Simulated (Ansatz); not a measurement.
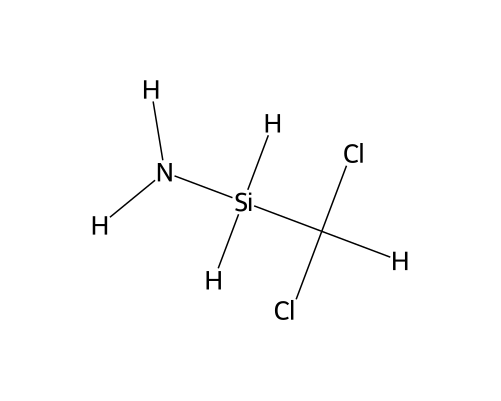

Simulated data, not a measurement (program: Ansatz).

A structural formula.

**Write the SMILES.**

N[SiH2]C(Cl)Cl

**What is the molecular formula?**

CH5Cl2NSi.

**An optimisation with PBE-D4/def2-SVP gave a structure of which point group?**

C1. Other conformers may differ.
